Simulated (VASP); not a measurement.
# Which magnetic order does CuSiO3 take?, part 2 of 3

Is CuSiO3 a ferromagnet or an antiferromagnet at this level? The start is a computed cell from the Materials Project.

VASP 6.6.1, plane waves and PAW; the level of theory is named at each step.

Still holding for the runs below: The magnetic state follows from one typed start and may not be the lowest.

So far, largest spin moment in the PAW sphere (μB): step 2 (magnetic order, 10 atoms, start order ferro) 0.738.

## 3. Magnetic order, 20 atoms, start order antiferro q=(0,0,1/2)

This step: PBEsol, DFT+U (Cu d 6 eV), spin-polarised, from moments of both signs; plane waves and PAW (Si, Cu, O) (VASP 6.6.1).

System of this step: CuSiO3. The structure is orthorhombic, space group Pmma (No. 51). Conventional cell: a = 8.958 Å, b = 2.860 Å, c = 4.918 Å, α = 90.00°, β = 90.00°, γ = 90.00°. Nearest to Si lie 4 O at 1.64 to 1.67 Å. Cu has 4 O at 1.93 Å nearest. O has 1 Si at 1.64 Å and 2 Cu at 1.93 Å nearest. O has 2 Si at 1.67 Å nearest. Farther neighbours and most contacts between anions are not listed.

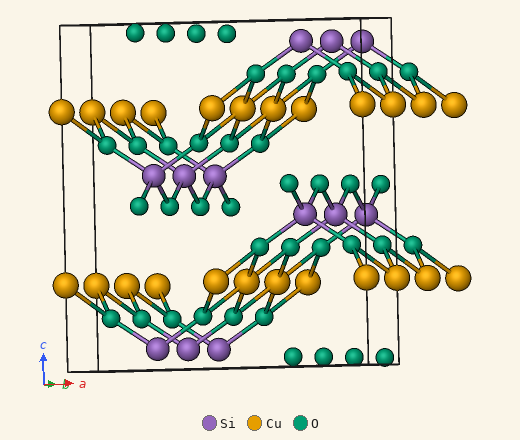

The cell of this step (silicon purple, copper orange, oxygen teal). Bonds to atoms that aren't drawn are left out. 1×3×1 cells are drawn. Some periodic images of atoms are drawn too.

INCAR

```
SYSTEM = CuSiO3
PREC = Normal
ENCUT = 480
EDIFF = 1E-06
NELM = 150
ISMEAR = -1
SIGMA = 0.02
LREAL = Auto
ALGO = Normal
GGA = PS
NBANDS = 86
ISPIN = 2
MAGMOM = 0 0 0 0 1 -1 1 -1 0 0 0 0 0 0 0 0 0 0 0 0
LDAU = .TRUE.
LDAUTYPE = 2
LDAUL = -1 2 -1
LDAUU = 0 6 0
LDAUJ = 0 0 0
LDAUPRINT = 1
LASPH = .TRUE.
LMAXMIX = 4
LORBIT = 11
LWAVE = .FALSE.
LCHARG = .TRUE.
KPAR = 4
AMIX = 0.2
BMIX = 1E-04
AMIX_MAG = 0.8
BMIX_MAG = 1E-04
```

POSCAR

```
CuSiO3
1.0
    8.9581390000      0.0000000000      0.0000000000
    0.0000000000      2.8602530000      0.0000000000
    0.0000000000      0.0000000000      9.8364720000
Si Cu O
4 4 12
Direct
    0.7500000000      0.5000000000      0.4389295000
    0.7500000000      0.5000000000      0.9389295000
    0.2500000000      0.5000000000      0.0610705000
    0.2500000000      0.5000000000      0.5610705000
    0.5000000000      0.0000000000      0.2500000000
    0.5000000000      0.0000000000      0.7500000000
    0.0000000000      0.0000000000      0.2500000000
    0.0000000000      0.0000000000      0.7500000000
    0.5972540000      0.5000000000      0.3478285000
    0.5972540000      0.5000000000      0.8478285000
    0.4027460000      0.5000000000      0.1521715000
    0.4027460000      0.5000000000      0.6521715000
    0.9027460000      0.5000000000      0.3478285000
    0.9027460000      0.5000000000      0.8478285000
    0.0972540000      0.5000000000      0.1521715000
    0.0972540000      0.5000000000      0.6521715000
    0.2500000000      0.0000000000      0.4726160000
    0.2500000000      0.0000000000      0.9726160000
    0.7500000000      0.0000000000      0.0273840000
    0.7500000000      0.0000000000      0.5273840000
```

KPOINTS

```
Automatic mesh
0
Gamma
4 10 3
0 0 0
```

The projector-augmented-wave data sets are Si, Cu and O (PBE family, release 64).

The run is started by

```bash
$ mpirun -np 4 vasp_std
```

The log of the run:

```text
[banner, memory and clock lines left out]
running    4 mpi-ranks, on    1 nodes
 distrk:  each k-point on    1 cores,    4 groups
 distr:  one band on    1 cores,    1 groups

 POSCAR found type information on POSCAR SiCuO
 POSCAR found :  3 types and      20 ions
 [... a notice as in an earlier step ...]

 LDA part: xc-table for (Slater+PW92), standard interpolation
 POSCAR, INCAR and KPOINTS ok, starting setup
 FFT: planning ... GRIDC
 FFT: planning ... GRID_SOFT
 FFT: planning ... GRID
 WAVECAR not read
 entering main loop
       N       E                     dE             d eps       ncg     rms          rms(c)
DAV:   1     0.177381426115E+04    0.17738E+04   -0.55226E+04 12404   0.173E+03
DAV:   2     0.226883802394E+03   -0.15469E+04   -0.14059E+04 13520   0.492E+02
DAV:   3    -0.115197611343E+03   -0.34208E+03   -0.32556E+03 13314   0.241E+02
DAV:   4    -0.150459787230E+03   -0.35262E+02   -0.34734E+02 18680   0.831E+01
DAV:   5    -0.151484456047E+03   -0.10247E+01   -0.10201E+01 19336   0.161E+01    0.342E+01
DAV:   6    -0.136749036967E+03    0.14735E+02   -0.35130E+01 19990   0.662E+01    0.194E+01
DAV:   7    -0.134073560106E+03    0.26755E+01   -0.23707E+01 21600   0.652E+01    0.103E+01
DAV:   8    -0.134262139602E+03   -0.18858E+00   -0.58307E+00 19184   0.417E+01    0.642E+00
DAV:   9    -0.134396081487E+03   -0.13394E+00   -0.52527E-01 20528   0.134E+01    0.300E+00
DAV:  10    -0.134403253242E+03   -0.71718E-02   -0.29383E-01 18768   0.144E+01    0.102E+00
DAV:  11    -0.134414187399E+03   -0.10934E-01   -0.13416E-01 19346   0.351E+00    0.470E-01
DAV:  12    -0.134416122389E+03   -0.19350E-02   -0.10952E-02 19992   0.851E-01    0.304E-01
DAV:  13    -0.134416756225E+03   -0.63384E-03   -0.71605E-03 20314   0.702E-01    0.148E-01
DAV:  14    -0.134416932543E+03   -0.17632E-03   -0.10004E-03 19904   0.365E-01    0.637E-02
DAV:  15    -0.134416976988E+03   -0.44445E-04   -0.26244E-04 19120   0.181E-01    0.292E-02
DAV:  16    -0.134416972378E+03    0.46101E-05   -0.10484E-04 19170   0.823E-02    0.147E-02
DAV:  17    -0.134416980325E+03   -0.79474E-05   -0.33134E-05 17032   0.347E-02    0.689E-03
DAV:  18    -0.134416981550E+03   -0.12248E-05   -0.37779E-06 12848   0.401E-02    0.474E-03
DAV:  19    -0.134416981985E+03   -0.43516E-06   -0.11426E-06  8080   0.102E-02
   1 F= -.13441698E+03 E0= -.13441698E+03  d E =-.643871E-12  mag=    -0.0000
```

Elapsed: 6 min, on 4 MPI ranks of AMD EPYC 7R43, shared host; peak memory 3.1 GiB; 24 min of CPU time.

Parts of OUTCAR (step 3):

```text
  LATTYP: Found a simple orthorhombic cell.
 ALAT       =     2.8602530000
 B/A-ratio  =     3.1319393774
 C/A-ratio  =     3.4390216530

 Found     36 irreducible k-points:

   k-points           NKPTS =     36   k-points in BZ     NKDIM =     36   number of bands    NBANDS=     86

   dimension x,y,z NGX =    48 NGY =   16 NGZ =   54
   dimension x,y,z NGXF=    96 NGYF=   32 NGZF=  108

   ENCUT  =  480.0 eV  35.28 Ry    5.94 a.u.  16.00  5.11 17.57*2*pi/ulx,y,z

   NELECT =     132.0000    total number of electrons

atom =   5  type =  2  l = 2

 onsite density matrix

spin component  1

  1.0065  0.0298 -0.0000  0.0000 -0.0000
  0.0298  1.0106 -0.0000  0.0000 -0.0000
 -0.0000 -0.0000  0.9792  0.0017  0.0009
  0.0000  0.0000  0.0017  0.9732  0.0044
 -0.0000 -0.0000  0.0009  0.0044  0.9779

spin component  2

  0.6565 -0.3366  0.0000 -0.0000  0.0000
 -0.3366  0.6243  0.0000 -0.0000  0.0000
  0.0000  0.0000  0.9779  0.0024  0.0008
 -0.0000 -0.0000  0.0024  0.9701  0.0058
  0.0000  0.0000  0.0008  0.0058  0.9763

 occupancies and eigenvectors

  o =  0.3035  v =  0.0000  0.0000  0.0000  0.0000  0.0000  0.6900  0.7238 -0.0000  0.0000 -0.0000      0.0000  0.0000  0.0000  0.0000  0.0000  0.0000  0.0000  0.0000  0.0000  0.0000
  o =  0.9663  v =  0.0000  0.0000  0.0000  0.0000  0.0000  0.0000  0.0000  0.1410 -0.8584  0.4932      0.0000  0.0000  0.0000  0.0000  0.0000  0.0000  0.0000  0.0000  0.0000  0.0000
  o =  0.9705  v =  0.0000 -0.0000 -0.1239  0.8622 -0.4912  0.0000  0.0000  0.0000  0.0000  0.0000      0.0000  0.0000  0.0000  0.0000  0.0000  0.0000  0.0000  0.0000  0.0000  0.0000
  o =  0.9769  v =  0.0000  0.0000  0.0000  0.0000  0.0000  0.0000  0.0000  0.8269 -0.1719 -0.5355      0.0000  0.0000  0.0000  0.0000  0.0000  0.0000  0.0000  0.0000  0.0000  0.0000
  o =  0.9774  v =  0.0000  0.0000  0.0000  0.0000  0.0000 -0.7238  0.6900 -0.0000  0.0000 -0.0000      0.0000  0.0000  0.0000  0.0000  0.0000  0.0000  0.0000  0.0000  0.0000  0.0000
  o =  0.9782  v =  0.0000  0.0000 -0.8187  0.1909  0.5416  0.0000  0.0000  0.0000  0.0000  0.0000      0.0000  0.0000  0.0000  0.0000  0.0000  0.0000  0.0000  0.0000  0.0000  0.0000
  o =  0.9787  v = -0.7312  0.6821 -0.0000  0.0000 -0.0000  0.0000  0.0000  0.0000  0.0000  0.0000      0.0000  0.0000  0.0000  0.0000  0.0000  0.0000  0.0000  0.0000  0.0000  0.0000
  o =  0.9810  v =  0.0000  0.0000  0.0000  0.0000  0.0000  0.0000  0.0000 -0.5444 -0.4833 -0.6856      0.0000  0.0000  0.0000  0.0000  0.0000  0.0000  0.0000  0.0000  0.0000  0.0000
  o =  0.9817  v =  0.0000 -0.0000 -0.5607 -0.4692 -0.6822  0.0000  0.0000  0.0000  0.0000  0.0000      0.0000  0.0000  0.0000  0.0000  0.0000  0.0000  0.0000  0.0000  0.0000  0.0000
  o =  1.0384  v = -0.6821 -0.7312  0.0000 -0.0000  0.0000  0.0000  0.0000  0.0000  0.0000  0.0000      0.0000  0.0000  0.0000  0.0000  0.0000  0.0000  0.0000  0.0000  0.0000  0.0000

atom =   6  type =  2  l = 2

 onsite density matrix

spin component  1

spin component  2

  1.0065  0.0298 -0.0000  0.0000 -0.0000
  0.0298  1.0106  0.0000  0.0000 -0.0000
 -0.0000  0.0000  0.9792  0.0017  0.0009
  0.0000  0.0000  0.0017  0.9732  0.0044
 -0.0000 -0.0000  0.0009  0.0044  0.9779

 occupancies and eigenvectors

  o =  0.3035  v =  0.6900  0.7238 -0.0000  0.0000 -0.0000  0.0000  0.0000  0.0000  0.0000  0.0000      0.0000  0.0000  0.0000  0.0000  0.0000  0.0000  0.0000  0.0000  0.0000  0.0000
  o =  0.9663  v =  0.0000 -0.0000 -0.1410  0.8584 -0.4932  0.0000  0.0000  0.0000  0.0000  0.0000      0.0000  0.0000  0.0000  0.0000  0.0000  0.0000  0.0000  0.0000  0.0000  0.0000
  o =  0.9705  v =  0.0000  0.0000  0.0000  0.0000  0.0000  0.0000 -0.0000 -0.1239  0.8622 -0.4912      0.0000  0.0000  0.0000  0.0000  0.0000  0.0000  0.0000  0.0000  0.0000  0.0000
  o =  0.9769  v =  0.0000 -0.0000 -0.8269  0.1719  0.5355  0.0000  0.0000  0.0000  0.0000  0.0000      0.0000  0.0000  0.0000  0.0000  0.0000  0.0000  0.0000  0.0000  0.0000  0.0000
  o =  0.9774  v = -0.7238  0.6900 -0.0000  0.0000 -0.0000  0.0000  0.0000  0.0000  0.0000  0.0000      0.0000  0.0000  0.0000  0.0000  0.0000  0.0000  0.0000  0.0000  0.0000  0.0000
  o =  0.9782  v =  0.0000  0.0000  0.0000  0.0000  0.0000  0.0000 -0.0000 -0.8187  0.1909  0.5416      0.0000  0.0000  0.0000  0.0000  0.0000  0.0000  0.0000  0.0000  0.0000  0.0000
  o =  0.9787  v =  0.0000  0.0000  0.0000  0.0000  0.0000 -0.7312  0.6821 -0.0000  0.0000 -0.0000      0.0000  0.0000  0.0000  0.0000  0.0000  0.0000  0.0000  0.0000  0.0000  0.0000
  o =  0.9810  v =  0.0000  0.0000 -0.5444 -0.4833 -0.6856  0.0000  0.0000  0.0000  0.0000  0.0000      0.0000  0.0000  0.0000  0.0000  0.0000  0.0000  0.0000  0.0000  0.0000  0.0000
  o =  0.9817  v =  0.0000  0.0000  0.0000  0.0000  0.0000  0.0000  0.0000 -0.5607 -0.4692 -0.6822      0.0000  0.0000  0.0000  0.0000  0.0000  0.0000  0.0000  0.0000  0.0000  0.0000
  o =  1.0384  v =  0.0000  0.0000  0.0000  0.0000  0.0000 -0.6821 -0.7312  0.0000 -0.0000  0.0000      0.0000  0.0000  0.0000  0.0000  0.0000  0.0000  0.0000  0.0000  0.0000  0.0000

atom =   7  type =  2  l = 2

 onsite density matrix

spin component  1

  1.0065 -0.0298 -0.0000 -0.0000  0.0000
 -0.0298  1.0106  0.0000  0.0000  0.0000
 -0.0000  0.0000  0.9792 -0.0017  0.0009
 -0.0000  0.0000 -0.0017  0.9732 -0.0044
  0.0000  0.0000  0.0009 -0.0044  0.9779

spin component  2

[...]
70       7.3769      0.00000
     71       7.7655      0.00000
    ...

 k-point     2 :       0.2500    0.0000    0.0000
  band No.  band energies     occupation
    ...
     62       1.1831      1.00000
     63       1.4298      1.00000
     64       1.7191      1.00000
     65       2.0166      1.00000
     66       2.1803      1.00000
     67       4.8584      0.00000
     68       5.0028      0.00000
     69       5.9377      0.00000
     70       7.1364      0.00000
     71       7.8071      0.00000
    ...

 k-point     3 :       0.5000    0.0000    0.0000
  band No.  band energies     occupation
    ...
     62       1.1382      1.00000
     63       1.4765      1.00000
     64       1.4765      1.00000
     65       2.1011      1.00000
     66       2.1011      1.00000
     67       4.9310      0.00000
     68       4.9310      0.00000
     69       6.5141      0.00000
     70       6.5141      0.00000
     71       7.9106      0.00000
    ...

 k-point     4 :       0.0000    0.1000    0.0000
  band No.  band energies     occupation
    ...
     62       0.9926      1.00000
     63       1.5253      1.00000
     64       1.7216      1.00000
     65       1.7819      1.00000
     66       2.0449      1.00000
     67       4.6252      0.00000
     68       4.9174      0.00000
     69       6.1493      0.00000
     70       7.7352      0.00000
     71       8.1399      0.00000
    ...

  Total       -6.6906216    -11.2406644     -6.3593911      0.0000000      0.0000000      0.0000000
  in kB      -42.5319649    -71.4563713    -40.4263478      0.0000000      0.0000000      0.0000000
  external PRESSURE =     -51.4715613 kB  Pullay stress =       0.0000000 kB

  energy-cutoff  :      480.00
  volume of cell :      252.04
      direct lattice vectors                 reciprocal lattice vectors
     8.958139000  0.000000000  0.000000000     0.111630329  0.000000000  0.000000000
     0.000000000  2.860253000  0.000000000     0.000000000  0.349619422  0.000000000
     0.000000000  0.000000000  9.836472000     0.000000000  0.000000000  0.101662466

 POSITION                                       TOTAL-FORCE (eV/Angst)
 -----------------------------------------------------------------------------------
      6.71860      1.43013      4.31752        -0.000000      0.000000     -0.124996
      6.71860      1.43013      9.23575        -0.000000      0.000000     -0.124996
      2.23953      1.43013      0.60072        -0.000000      0.000000      0.124996
      2.23953      1.43013      5.51895        -0.000000      0.000000      0.124996
      4.47907      0.00000      2.45912        -0.000000      0.000000     -0.000000
      4.47907      0.00000      7.37735        -0.000000      0.000000     -0.000000
      0.00000      0.00000      2.45912        -0.000000      0.000000     -0.000000
      0.00000      0.00000      7.37735        -0.000000      0.000000     -0.000000
      5.35028      1.43013      3.42141        -0.194182      0.000000     -0.351804
      5.35028      1.43013      8.33964        -0.194182     -0.000000     -0.351804
      3.60785      1.43013      1.49683         0.194182      0.000000      0.351804
      3.60785      1.43013      6.41507         0.194182      0.000000      0.351804
      8.08692      1.43013      3.42141         0.194182     -0.000000     -0.351804
      8.08692      1.43013      8.33964         0.194182      0.000000     -0.351804
      0.87121      1.43013      1.49683        -0.194182      0.000000      0.351804
      0.87121      1.43013      6.41507        -0.194182     -0.000000      0.351804
      2.23953      0.00000      4.64887        -0.000000      0.000000      0.025094
      2.23953      0.00000      9.56711        -0.000000      0.000000      0.025094
      6.71860      0.00000      0.26936        -0.000000      0.000000     -0.025094
      6.71860      0.00000      5.18760        -0.000000      0.000000     -0.025094
 -----------------------------------------------------------------------------------
    total drift:                                0.000000     -0.000000     -0.000000

  FREE ENERGIE OF THE ION-ELECTRON SYSTEM (eV)
  ---------------------------------------------------
  free  energy   TOTEN  =      -134.4169819851 eV

  energy  without entropy=     -134.4169819851  energy(sigma->0) =     -134.41698199

 total charge
# of ion       s       p       d       tot
------------------------------------------
    1        0.655   0.964   0.000   1.618
    2        0.655   0.964   0.000   1.618
    3        0.655   0.964   0.000   1.618
    4        0.655   0.964   0.000   1.618
    5        0.362   0.396   9.131   9.889
    6        0.362   0.396   9.131   9.889
    7        0.362   0.396   9.131   9.889
    8        0.362   0.396   9.131   9.889
    9        1.548   3.561   0.000   5.109
   10        1.548   3.561   0.000   5.109
   11        1.548   3.561   0.000   5.109
   12        1.548   3.561   0.000   5.109
   13        1.548   3.561   0.000   5.109
   14        1.548   3.561   0.000   5.109
   15        1.548   3.561   0.000   5.109
   16        1.548   3.561   0.000   5.109
   17        1.553   3.598   0.000   5.150
   18        1.553   3.598   0.000   5.150
   19        1.553   3.598   0.000   5.150
   20        1.553   3.598   0.000   5.150
--------------------------------------------------
tot         22.658  48.317  36.524 107.499

 magnetization (x)
# of ion       s       p       d       tot
------------------------------------------
    1        0.002   0.007   0.000   0.009
    2       -0.002  -0.007   0.000  -0.009
    3        0.002   0.007   0.000   0.009
    4       -0.002  -0.007   0.000  -0.009
    5       -0.003  -0.001   0.742   0.738
    6        0.003   0.001  -0.742  -0.738
    7       -0.003  -0.001   0.742   0.738
    8        0.003   0.001  -0.742  -0.738
    9        0.011   0.093   0.000   0.104
   10       -0.011  -0.093   0.000  -0.104
   11        0.011   0.093   0.000   0.104
   12       -0.011  -0.093   0.000  -0.104
   13        0.011   0.093   0.000   0.104
   14       -0.011  -0.093   0.000  -0.104
   15        0.011   0.093   0.000   0.104
   16       -0.011  -0.093   0.000  -0.104
   17       -0.001  -0.015   0.000  -0.016
   18        0.001   0.015   0.000   0.016
   19       -0.001  -0.015   0.000  -0.016
   20        0.001   0.015   0.000   0.016
--------------------------------------------------
tot          0.000   0.000   0.000   0.000

[... 2 parts as in an earlier step ...]

[... 6 further parts left out ...]
[key lines of the parts left out:]
E-fermi :   2.7075
```

This step gave:

```yaml
electronic_cycles: 19
electrons: 132
free_energy_toten: -134.4170 eV
fermi_energy: 2.708 eV
gap_on_the_k_mesh: 2.155 eV
least_direct_gap_on_the_k_mesh: 2.573 eV
```

Spin moment in the PAW sphere by atom:

| atom | spin moment in the PAW sphere (μB) |
| --- | --- |
| Si1 | 0.009 |
| Si2 | -0.009 |
| Si3 | 0.009 |
| Si4 | -0.009 |
| Cu5 | 0.738 |
| Cu6 | -0.738 |
| Cu7 | 0.738 |
| Cu8 | -0.738 |
| O9 | 0.104 |
| O10 | -0.104 |
| O11 | 0.104 |
| O12 | -0.104 |
| O13 | 0.104 |
| O14 | -0.104 |
| O15 | 0.104 |
| O16 | -0.104 |
| O17 | -0.016 |
| O18 | 0.016 |
| O19 | -0.016 |
| O20 | 0.016 |

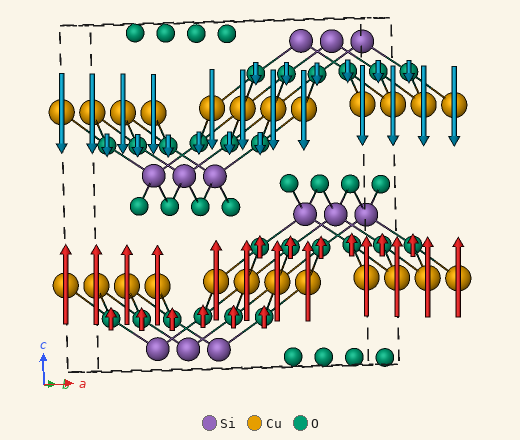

Spin moment in the PAW sphere as arrows, the longest 0.738 μB. Up and down stand for the sign. Arrows give size and sign along the axis of quantisation, drawn up and down the page. Each arrow also spans its atom, so small moments look longer than they are. The two directions have two colours. Bonds to atoms that aren't drawn are left out. 1×3×1 cells are drawn. Some periodic images of atoms are drawn too.

Force by atom:

| atom | x (eV/Å) | y (eV/Å) | z (eV/Å) | size |
| --- | --- | --- | --- | --- |
| Si1 | 0.000 | 0.000 | -0.125 | 0.125 |
| Si2 | 0.000 | 0.000 | -0.125 | 0.125 |
| Si3 | 0.000 | 0.000 | 0.125 | 0.125 |
| Si4 | 0.000 | 0.000 | 0.125 | 0.125 |
| Cu5 | 0.000 | 0.000 | 0.000 | 0.000 |
| Cu6 | 0.000 | 0.000 | 0.000 | 0.000 |
| Cu7 | 0.000 | 0.000 | 0.000 | 0.000 |
| Cu8 | 0.000 | 0.000 | 0.000 | 0.000 |
| O9 | -0.194 | 0.000 | -0.352 | 0.402 |
| O10 | -0.194 | 0.000 | -0.352 | 0.402 |
| O11 | 0.194 | 0.000 | 0.352 | 0.402 |
| O12 | 0.194 | 0.000 | 0.352 | 0.402 |
| O13 | 0.194 | 0.000 | -0.352 | 0.402 |
| O14 | 0.194 | 0.000 | -0.352 | 0.402 |
| O15 | -0.194 | 0.000 | 0.352 | 0.402 |
| O16 | -0.194 | 0.000 | 0.352 | 0.402 |
| O17 | 0.000 | 0.000 | 0.025 | 0.025 |
| O18 | 0.000 | 0.000 | 0.025 | 0.025 |
| O19 | 0.000 | 0.000 | -0.025 | 0.025 |
| O20 | 0.000 | 0.000 | -0.025 | 0.025 |

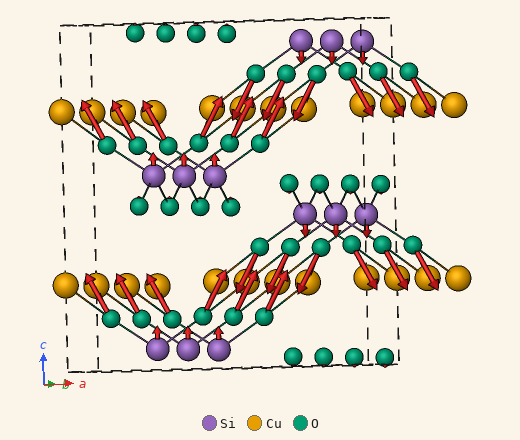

Force as arrows, the longest 0.402 eV/Å. Bonds to atoms that aren't drawn are left out. 1×3×1 cells are drawn. Some periodic images of atoms are drawn too.

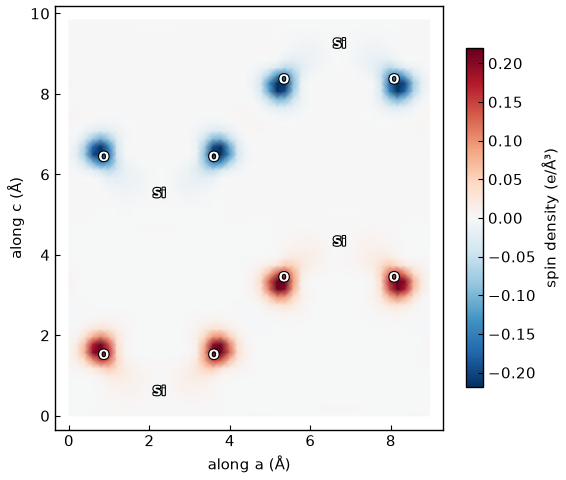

Spin density in the ac plane at fractional y = 0.500, with atoms of Si and O within 0.2 Å of it.

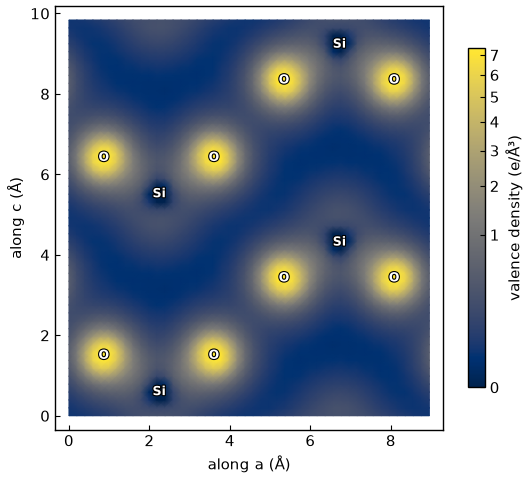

Valence density in the ac plane at fractional y = 0.500, with atoms of Si and O within 0.2 Å of it. It is the smooth field of the valence electrons, not physical close to the nuclei. The colour scale is stretched toward low values.

The largest moment at the end is 0.74 μB, and the moments of the cell sum to 0.00 μB.

(Continued in part 3 of 3.)

[Lines on the potential files, build, host, timing and source positions are cut from VASP's logs without a mark.]

[Logs are printed without paths, hosts, clocks, repeated set-up lines and the standing remarks that a program may print on its own settings, such as how far it seeks lower states.]

[Hosts, paths, dates, database ids (printed as entryN), source tags and the programs' standing remarks are cut or masked in the printed files.]

[Runs that stopped without an error message from VASP are left out.]

[In band tables of VASP the shares of atoms and orbitals are scaled to a sum of 1 inside the atoms' spheres.]
